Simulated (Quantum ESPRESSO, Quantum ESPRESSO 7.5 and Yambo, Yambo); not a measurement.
# Beyond one shot: BN (Qingsongite)

How far does self-consistency move the gap of BN (Qingsongite)?

Calculated with Quantum ESPRESSO 7.5 and Yambo 5.3.0; PBE and many-body steps on it, plane waves.

## 1. The starting structure

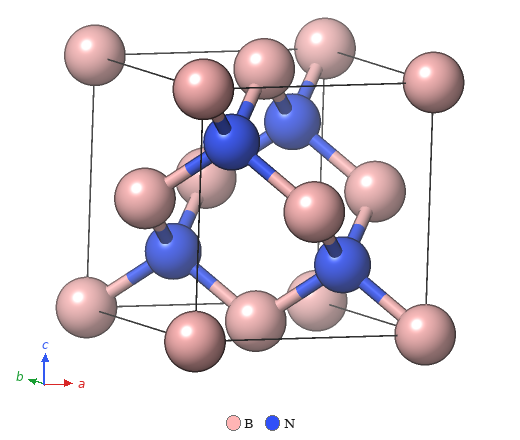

Start, viewed slightly off an axis; boron pink, nitrogen blue. This picture shows the conventional cell, with its axes. Bonds to atoms that aren't drawn are left out. Some periodic images of atoms are drawn too.

The cell and positions come from the Crystallography Open Database and are kept as given unless a step says otherwise.

## 2. Empty states on the mesh, 6×6×6 mesh, 53 bands

This step: Quantum ESPRESSO 7.5; DFT, PBE, plane waves, norm-conserving pseudopotentials.

The sums over transitions need many empty states on a uniform mesh; this step solves for them.

pw.in reads:

```
&control
  calculation = 'nscf'
  prefix = 'x'
  outdir = 'o'
  pseudo_dir = 'pseudo'
/
&system
  ibrav = 0
  nat = 2
  ntyp = 2
  ecutwfc = 72.0
  nbnd = 53
  force_symmorphic = .true.
/
&electrons
  conv_thr = 1e-9
  electron_maxstep = 80
  diago_full_acc = .true.
  diago_thr_init = 5e-6
/
ATOMIC_SPECIES
  B 10.81 B.upf
  N 14.007 N.upf
CELL_PARAMETERS angstrom
  -0.0000000000 1.8075000000 1.8075000000
  1.8075000000 0.0000000000 1.8075000000
  1.8075000000 1.8075000000 -0.0000000000
ATOMIC_POSITIONS crystal
  B 0.0000000000 0.0000000000 0.0000000000
  N 0.2500000000 0.2500000000 0.2500000000
K_POINTS automatic
  6 6 6 0 0 0
```

Launch:

```sh
OMP_NUM_THREADS=1 mpirun -n 4 pw.x -nk 4 -in pw.in > pw.out
```

Output:

```text
Program PWSCF v.7.5 starts

     This program is part of the open-source Quantum ESPRESSO suite
     for quantum simulation of materials; please cite
         "P. Giannozzi et al., J. Phys.:Condens. Matter 21 395502 (2009);
         "P. Giannozzi et al., J. Phys.:Condens. Matter 29 465901 (2017);
         "P. Giannozzi et al., J. Chem. Phys. 152 154105 (2020);
     in publications or presentations arising from this work. More details at

     Atomic positions and unit cell read from directory:
     o/x.save/

     Message from routine setup:
[...]
k = 0.2357 0.2357-0.2357 (   823 PWs)   bands (ev):

[...]
99.9909 102.6041 107.1840 107.1840 110.7330 115.3606 115.3606 116.8121
   116.8121 117.1977 120.8382 128.5228 128.5228 128.6860 134.4981 134.4981
   135.8030 143.1878 143.1878 144.1308 146.0413

          k =-0.3536-0.3536 0.3536 (   832 PWs)   bands (ev):

     [... further k-points ...]

     highest occupied, lowest unoccupied level (ev):    11.1555   15.6904

     XML data file, pseudopotentials, collected wavefunctions

=------------------------------------------------------------------------------=
   JOB DONE.
=------------------------------------------------------------------------------=
```

Wall time 2 s (4 MPI ranks of Arm Neoverse V1, shared host); peak memory 0.16 GiB; 7.8 s of CPU time.

Numbers from this step:

```
gap                                                           : 4.535 eV
k of the valence top                                          : 0, 0, 0
k of the conduction bottom                                    : 0, -0.5, -0.5
least direct gap                                              : 8.878 eV
k points computed                                             : 16
lowest point of the top converged band, above the valence top : 119.7461 eV
```

On this mesh the gap is 4.535 eV.

The density comes from a self-consistent run that is not shown.

## 3. Conversion and set-up

This step: Yambo 5.3.0; conversion and set-up on PBE, plane waves, norm-conserving pseudopotentials.

The states are converted to the many-body program's format and the q mesh is built.

Launch:

```sh
(cd o/x.save; p2y > p2y.log; mv SAVE ../..); yambo > setup.log
```

Output:

```text
 Yambo, version 5.3.0

 [02] CORE Variables Setup
 =========================

  [02.01] Unit cells
  ==================

  Cell kind             :  FCC
  Atoms in the cell     :  B  N
  number of B  atoms    :  1
  number of N  atoms    :  1

  List of atomic masses
  Mass of B     :  10.81000
  Mass of N     :  14.00700

  List of atomic coordinates    : [cc]
  B1       :  0.000000  0.000000  0.000000  order 1
  N1       :  1.707840  1.707840  1.707840  order 2

  Alat factors          :  3.415680  3.415680  3.415680 [a.u.]
  Direct lattice volume :  79.70059 [a.u.]
[...]
Q [ 1]         [rlu]:  0.000000  0.000000  0.000000
 Q [ 2]         [rlu]:  0.14683E-18  0.14683E-18  0.16667
 Q [ 3]         [rlu]: -0.21279E-17 -0.21279E-17  0.33333
[...]
Q [ 8]         [rlu]:  0.44825E-16  0.16667     -0.33333
 Q [ 9]         [rlu]:  0.21279E-17  0.16667     -0.16667
 Q [10]         [rlu]: -0.33909E-16  0.33333      0.33333
     [... 4 further rows ...]
 Q [15]         [rlu]:  0.166667  0.333333 -0.333333
 Q [16]         [rlu]:  0.166667 -0.500000 -0.333333

  [03.01] X indexes
  =================

   [03.01.01] Sigma indexes
   ========================

 [06] Game Over & Game summary
```

It took 1.9 s on 1 MPI rank; peak memory 0.23 GiB.

## 4. G0W0

Now the one-shot GW correction: screening in the RPA, then the self-energy of the levels asked for.

This step: G0W0 on PBE, plane waves, norm-conserving pseudopotentials.

gw1.in reads:

```
HF_and_locXC
gw0
dyson
ppa
em1d
rim_cut
RandQpts= 1000000
RandGvec= 1 RL
EXXRLvcs= 72 Ry
VXCRLvcs= 288 Ry
Chimod= "HARTREE"
% BndsRnXp
 1 | 53 |
%
NGsBlkXp= 15.5 Ry
% LongDrXp
 1 | 1 | 1 |
%
% GbndRnge
 1 | 53 |
%
DysSolver= "n"
ExtendOut
PPAPntXp= 27.21138 eV
% QPkrange
 1 | 16 | 2 | 8 |
%
```

Launch:

```sh
OMP_NUM_THREADS=1 mpirun -n 4 yambo -F gw1.in -J gw1 -C gw1 > gw1.log
```

Output:

```text
 Yambo, version 5.3.0

 [02] CORE Variables Setup
 =========================

  [... cell, symmetries and grids as in the set-up ...]

  [02.05] Energies & Occupations
  ==============================

  [X] === General ===
  [X] Electronic Temperature                        :  0.000000  0.000000 [eV K]
  [X] Bosonic    Temperature                        :  0.000000  0.000000 [eV K]
  [X] Finite Temperature mode                       : no
  [X] El. density                                   :  0.67737E+24 [cm-3]
  [X] Fermi Level                                   :  11.15554 [eV]

  [X] === Gaps and Widths ===
  [X] Conduction Band Min                           :  4.534823 [eV]
  [X] Valence Band Max                              :  0.000000 [eV]
  [X] Filled Bands                                  :   4
  [X] Empty Bands                                   :    5   53
  [X] Direct Gap                                    :  8.878135 [eV]
  [X] Direct Gap localized at k                     :  1
  [X] Indirect Gap                                  :  4.534823 [eV]
  [X] Indirect Gap between kpts                     :   1  13
  [X] Last valence band width                       :  6.145336 [eV]
  [X] 1st conduction band width                     :  5.828507 [eV]

 [03] Transferred momenta grid and indexing
 ==========================================

 IBZ Q-points                                      :  16
 BZ  Q-points                                      :  216

 K/Q-points units:
 rlu = crystal or reduced units; cc = cartesian coordinates; iku = interal k-units

 Q [ 1]         [rlu]:  0.000000  0.000000  0.000000
 Q [ 2]         [rlu]:  0.14683E-18  0.14683E-18  0.16667
 Q [ 3]         [rlu]: -0.21279E-17 -0.21279E-17  0.33333
 Q [ 4]         [rlu]: -0.10686E-16 -0.10686E-16 -0.50000
 Q [ 5]         [rlu]: -0.16955E-16  0.16667      0.16667
 Q [ 6]         [rlu]:  0.14683E-18  0.16667      0.33333
 Q [ 7]         [rlu]:  0.53383E-16  0.16667      0.50000
 Q [ 8]         [rlu]:  0.44825E-16  0.16667     -0.33333
 Q [ 9]         [rlu]:  0.21279E-17  0.16667     -0.16667
 Q [10]         [rlu]: -0.33909E-16  0.33333      0.33333
     [... 4 further rows ...]
 Q [15]         [rlu]:  0.166667  0.333333 -0.333333
 Q [16]         [rlu]:  0.166667 -0.500000 -0.333333

 [04] Coloumb potential Random Integration (RIM)
 ===============================================

  [04.01] RIM initialization
  ==========================

  * Diagonal components only detected *

  8 x (sBL volume)        :  0.115269 [a.u.]
  sBZ random points       :  1000000
  Points outside the sBZ  :   7996195
  RL volume               :  3.112276 [a.u.]
  Integrated volume       :  3.113757 [a.u.]

  [04.02] RIM integrals
  =====================

  Gamma point sphere radius             :  0.088279 [a.u.]
  Points outside the sphere             :   799659
  [Int_sBZ(q=0) 1/q^2]*(Vol_sBZ)^(-1/3) =:  7.764404
                                 should be <:  7.795600

  Summary of Coulomb integrals for non-metallic bands |Q|[au] RIM/Bare

  Q [1] 0.100000E-4 0.995998 * Q [2] 0.265511 1.064860
  Q [5] 0.306585 1.063764 * Q [9] 0.433577 1.026684
  Q [6] 0.508414 1.019317 * Q [3] 0.531021 1.016823
  Q [10] 0.613171 1.013626 * Q [8] 0.668187 1.011243
  Q [14] 0.685546 1.010640 * Q [7] 0.750978 1.008721
  Q [4] 0.796532 1.007966 * Q [11] 0.796532 1.007972
  Q [12] 0.867154 1.006889 * Q [15] 0.906892 1.006422
  Q [13] 0.919756 1.006154 * Q [16] 0.969508 1.005566

 [05] Dipoles
 ============

  [05.01] Setup: observables and procedures
  =========================================

 [06] Dynamic Dielectric Matrix (PPA)
 ====================================

 [WR./gw1//ndb.pp]---------------------------------------------------------------
  Brillouin Zone Q/K grids (IBZ/BZ)                :   16  216   16  216
  RL vectors                                       :  1211 [WF]
  Coulomb cutoff potential                         : none
  Electronic Temperature                           :  0.000000 [K]
[...]
X band range                                     :    1   53
  X e/h energy range                               : -1.000000 -1.000000 [eV]
  X Time ordering                                  : R
  X Hxc Kernel                                     : HARTREE
  X Drude frequency                                :  0.000000  0.000000
  X poles                                          :  100.0000 [o/o]
  RL vectors in the sum                            :  1211
  [r,Vnl] included                                 : yes
  Field direction                                  :  0.577350E-5  0.577350E-5  0.577350E-5
  BZ energy Double Grid                            : no
  BZ energy DbGd points                            : 0
  BZ Q point size factor                           : -1.000000
  X Optical Averaged directions                    : none

 [07] Local Exchange-Correlation + Non-Local Fock
 ================================================

 [VXC] Plane waves :   6615
 [EXS] Plane waves :   893

 QP @ state[ 1 ] K range:   1  16
 QP @ state[ 1 ] b range:   2   8

 [xc] Functional : Perdew, Burke & Ernzerhof(X)+Perdew, Burke & Ernzerhof(C)
 [xc] LIBXC used to calculate xc functional
  PP Number of Atomic Species                      :  2
  NLCC RL compoments                               :   6615
  PP Number of Atomic Species                      :  2
  NLCC RL compoments                               :   6615

 [xc] E_xc :  -3.729117 [Ha]
      E_xc :  -7.458233 [Ry]

  Local XC kind (lXC) : Perdew, Burke & Ernzerhof(X)+Perdew, Burke & Ernzerhof(C)
  Non-Local XC kind (nlXC) : Hartree-Fock

  Corrections @ K [1] :  [eV]
 <2|nlXC|2> = -21.98566 -0.31971E-17 <2|lXC|2> = -18.52042  0.47204E-16
 <3|nlXC|3> = -21.98561  0.25718E-16 <3|lXC|3> = -18.52042  0.37763E-15
 <4|nlXC|4> = -21.98565 -0.38388E-17 <4|lXC|4> = -18.52042 -0.47204E-16
 <5|nlXC|5> = -7.169050  0.46638E-17 <5|lXC|5> = -13.77758  0.18882E-15
 <6|nlXC|6> = -7.169071 -0.27619E-17 <6|lXC|6> = -13.77758  0.000000
 <7|nlXC|7> = -7.169086 -0.70816E-18 <7|lXC|7> = -13.77758 -0.18882E-15
[...]
Corrections @ K [2] :  [eV]
[...]
Corrections @ K [3] :  [eV]
[...]
Corrections @ K [4] :  [eV]
[...]
Corrections @ K [5] :  [eV]
[...]
[... 10 further k-points ...]
  Corrections @ K [16] :  [eV]
[...]
<6|nlXC|6> = -6.813992  0.15269E-18 <6|lXC|6> = -13.58790 -0.59005E-16
 <7|nlXC|7> = -6.641988  0.16053E-17 <7|lXC|7> = -15.25128 -0.29503E-16
 <8|nlXC|8> = -6.655909 -0.46850E-19 <8|lXC|8> = -15.63395  0.91458E-16

  [07.01] Hartree-Fock occupations report
  =======================================

  [Hartree-Fock] === General ===
  [Hartree-Fock] Electronic Temperature             :  0.000000  0.000000 [eV K]
  [Hartree-Fock] Bosonic    Temperature             :  0.000000  0.000000 [eV K]
  [Hartree-Fock] Finite Temperature mode            : no
  [Hartree-Fock] El. density                        :  0.67737E+24 [cm-3]
  [Hartree-Fock] Fermi Level                        :  11.15554 [eV]

  [Hartree-Fock] === Gaps and Widths ===
  [Hartree-Fock] Conduction Band Min                :  9.694050 [eV]
  [Hartree-Fock] Valence Band Max                   : -3.465227 [eV]
  [Hartree-Fock] Filled Bands                       :   4
  [Hartree-Fock] Empty Bands                        :    5   53
  [Hartree-Fock] Direct Gap                         :  18.95189 [eV]
  [Hartree-Fock] Direct Gap localized at k          :  1
  [Hartree-Fock] Indirect Gap                       :  13.15928 [eV]
  [Hartree-Fock] Indirect Gap between kpts          :   1  13
  [Hartree-Fock] Last valence band width            :  7.898261 [eV]
  [Hartree-Fock] 1st conduction band width          :  7.848589 [eV]

 [08] Dyson equation: Newton solver
 ==================================

  [08.01] G0W0 (W PPA)
  ====================

  [  GW  ] Bands range     :    1   53
  [GW/PPA] G damping       :  0.100000 [eV]

  QP @ state[ 1 ] K range:   1  16
  QP @ state[ 1 ] b range:   2   8

   Sc/G bands                                       :    1   53
   Sc/G damping                                     :  0.100000 ev
   Sc bands terminator                              : no
   Sx RL components                                 :   893

   QP @ state[ 1 ] K range                          :   1  16
   QP @ state[ 1 ] b range                          :   2   8
   GF energies kind                                 : Perdew, Burke & Ernzerhof(X)+Perdew, Burke & Ernzerhof(C)
   GF WF`s kind                                     : Perdew, Burke & Ernzerhof(X)+Perdew, Burke & Ernzerhof(C)
   Xs energies kind                                 : Perdew, Burke & Ernzerhof(X)+Perdew, Burke & Ernzerhof(C)
   Xs WF`s kind                                     : Perdew, Burke & Ernzerhof(X)+Perdew, Burke & Ernzerhof(C)

 [11] Game Over & Game summary
```

The job ended after 2.1 min (4 MPI ranks; peak memory 1.2 GiB; 8.3 min of CPU time).

Numbers from this step:

- G0W0 gap on the mesh: 5.947 eV
- starting gap on the mesh: 4.535 eV
- k of the valence top: 0, 0, 0
- k of the conduction bottom: 0, -0.5, -0.5
- least direct G0W0 gap on the computed points: 10.88 eV
- Z at the valence top: 0.8281
- Z at the conduction bottom: 0.8544

The gap on the mesh goes from 4.53 eV to 5.95 eV, a correction of +1.41 eV.

## 5. evGW0, cycle 1

This step: evGW0 on PBE, plane waves, norm-conserving pseudopotentials.

gw2.in, as its differences from gw1.in of step 4:

```diff
@@ -27 +27,2 @@
 %
+GfnQPdb= "E < ./gw1/ndb.QP"
```

Launch:

```sh
OMP_NUM_THREADS=1 mpirun -n 4 yambo -F gw2.in -J gw2,gw1_W -C gw2 > gw2.log
```

Output:

```text
 Yambo, version 5.3.0

 [02] CORE Variables Setup
 =========================

  [... cell, symmetries and grids as in the set-up ...]

  [02.05] Energies & Occupations
  ==============================

  [X] === General ===
  [X] Electronic Temperature                        :  0.000000  0.000000 [eV K]
  [X] Bosonic    Temperature                        :  0.000000  0.000000 [eV K]
  [X] Finite Temperature mode                       : no
  [X] El. density                                   :  0.67737E+24 [cm-3]
  [X] Fermi Level                                   :  11.15554 [eV]

  [X] === Gaps and Widths ===
  [X] Conduction Band Min                           :  4.534823 [eV]
  [X] Valence Band Max                              :  0.000000 [eV]
  [X] Filled Bands                                  :   4
  [X] Empty Bands                                   :    5   53
  [X] Direct Gap                                    :  8.878135 [eV]
  [X] Direct Gap localized at k                     :  1
  [X] Indirect Gap                                  :  4.534823 [eV]
  [X] Indirect Gap between kpts                     :   1  13
  [X] Last valence band width                       :  6.145336 [eV]
  [X] 1st conduction band width                     :  5.828507 [eV]

 [03] Transferred momenta grid and indexing
 ==========================================

 IBZ Q-points                                      :  16
 BZ  Q-points                                      :  216

 K/Q-points units:
 rlu = crystal or reduced units; cc = cartesian coordinates; iku = interal k-units

 Q [ 1]         [rlu]:  0.000000  0.000000  0.000000
 Q [ 2]         [rlu]:  0.14683E-18  0.14683E-18  0.16667
 Q [ 3]         [rlu]: -0.21279E-17 -0.21279E-17  0.33333
[...]
[G+QP] Empty Bands                                :    5   53
  [G+QP] Direct Gap                                 :  10.88084 [eV]
  [G+QP] Direct Gap localized at k                  :  1
  [G+QP] Indirect Gap                               :  5.947127 [eV]
  [G+QP] Indirect Gap between kpts                  :   1  13
  [G+QP] Last valence band width                    :  6.740112 [eV]
  [G+QP] 1st conduction band width                  :  6.550177 [eV]

  [coarse-grid] Minimum Bare Gap        [ev]:  4.534823
  [coarse-grid] Minimum Gap Correction  [ev]:  1.412304

  Eqp @ K [ 1]
   -22.3278    -0.130660E-3   0.00000    -0.235617E-4   10.8808      10.8808      10.8808      12.0608
  Eqp @ K [ 2]
  -21.58854  -3.37492  -0.68933  -0.68933  11.21806  11.86862  11.86870  14.34830
  Eqp @ K [ 3]
  -19.53137  -8.68790  -1.74091  -1.74088  11.66792  12.83054  12.83051  16.84874
[...]
Eqp @ K [ 8]
  -18.15320  -9.65774  -4.76362  -2.29071  11.84496  14.01035  13.92270  17.50126
  Eqp @ K [ 9]
  -20.40073  -5.57796  -3.70268  -0.95701  12.49728  12.46204  13.03019  15.52936

 [07] Dipoles
 ============

  [07.01] Setup: observables and procedures
  =========================================

 [08] Dynamic Dielectric Matrix (PPA)
 ====================================

   Sc/G bands                                       :    1   53
   Sc/G damping                                     :  0.100000 ev
   Sc bands terminator                              : no
   Sx RL components                                 :   893

   QP @ state[ 1 ] K range                          :   1  16
   QP @ state[ 1 ] b range                          :   2   8
   GF energies kind                                 : Perdew, Burke & Ernzerhof(X)+Perdew, Burke & Ernzerhof(C)+ E < ./gw1/ndb.QP + @E Fit
   GF WF`s kind                                     : Perdew, Burke & Ernzerhof(X)+Perdew, Burke & Ernzerhof(C)
   Xs energies kind                                 : Perdew, Burke & Ernzerhof(X)+Perdew, Burke & Ernzerhof(C)
   Xs WF`s kind                                     : Perdew, Burke & Ernzerhof(X)+Perdew, Burke & Ernzerhof(C)

 [13] Game Over & Game summary
```

Wall time 1.9 min (4 MPI ranks); peak memory 1.2 GiB; 7.6 min of CPU time.

Numbers from this step:

```yaml
quasiparticle_gap_on_the_mesh: 6.104 eV
gap_of_the_density_functional_on_the_mesh: 4.535 eV
k_of_the_valence_top: 0, 0, 0
k_of_the_conduction_bottom: 0, -0.5, -0.5
least_direct_quasiparticle_gap_on_the_computed_points: 11.13 eV
z_at_the_valence_top: 0.8333
z_at_the_conduction_bottom: 0.8650
```

Against G0W0 in Yambo (6×6×6 mesh, 53 bands, screening to 210.9 eV, Godby-Needs plasmon pole), the gap moves by +0.157 eV.

The program's own table gives 6.295 eV, which is too large where the input levels are shifted: this version takes Σc at the unshifted level E₀, yet steps from the shifted one. The value above is the Newton step from E₀, E₀ + Z(Σc + Σx − Vxc), rebuilt from the printed columns.

## 6. evGW0, cycle 2

The corrected levels of the last cycle go back in.

gw3.in, as its differences from gw2.in of step 5:

```diff
@@ -27,2 +27,2 @@
 %
-GfnQPdb= "E < ./gw1/ndb.QP"
+GfnQPdb= "E < ./gw2_fix/ndb.QP"
```

Launch:

```sh
OMP_NUM_THREADS=1 mpirun -n 4 yambo -F gw3.in -J gw3,gw1_W -C gw3 > gw3.log
```

Output:

```text
 Yambo, version 5.3.0

 [02] CORE Variables Setup
 =========================

  [... cell, symmetries and grids as in the set-up ...]

  [02.05] Energies & Occupations
  ==============================

  [X] === General ===
  [X] Electronic Temperature                        :  0.000000  0.000000 [eV K]
  [X] Bosonic    Temperature                        :  0.000000  0.000000 [eV K]
  [X] Finite Temperature mode                       : no
  [X] El. density                                   :  0.67737E+24 [cm-3]
[...]
Sx RL components                                 :   893

   QP @ state[ 1 ] K range                          :   1  16
   QP @ state[ 1 ] b range                          :   2   8
   GF energies kind                                 : Perdew, Burke & Ernzerhof(X)+Perdew, Burke & Ernzerhof(C)+ E < ./gw1/ndb.QP + @E Fit+ E < ./gw2_fix/
   GF WF`s kind                                     : Perdew, Burke & Ernzerhof(X)+Perdew, Burke & Ernzerhof(C)
   Xs energies kind                                 : Perdew, Burke & Ernzerhof(X)+Perdew, Burke & Ernzerhof(C)
   Xs WF`s kind                                     : Perdew, Burke & Ernzerhof(X)+Perdew, Burke & Ernzerhof(C)

 [13] Game Over & Game summary
```

The job ended after 1.9 min (4 MPI ranks; peak memory 1.2 GiB; 7.6 min of CPU time).

This step gave:

| Quantity | Value |
| --- | --- |
| quasiparticle gap on the mesh | 6.123 eV |
| gap of the density functional on the mesh | 4.535 eV |
| k of the valence top | 0, 0, 0 |
| k of the conduction bottom | 0, -0.5, -0.5 |
| least direct quasiparticle gap on the computed points | 11.17 eV |

Against the cycle before, the gap moves by +0.019 eV.

The program's own table gives 6.333 eV, which is too large where the input levels are shifted: this version takes Σc at the unshifted level E₀, yet steps from the shifted one. The value above is the Newton step from E₀, E₀ + Z(Σc + Σx − Vxc), rebuilt from the printed columns.

(Part 1 of 2 ends here.)

[Paths, hosts, dates, memory and timing lines, banners, echoed tables and standing remarks are left out of the program output.]

[Logs are printed without paths, hosts, clocks, repeated set-up lines and the standing remarks that a program may print on its own settings, such as how far it seeks lower states.]

[Runs of the session that timed out or met a known fault of the program may be left out.]

[Hosts, paths, dates, database ids (printed as entryN), source tags and the programs' standing remarks are cut or masked in the printed files.]
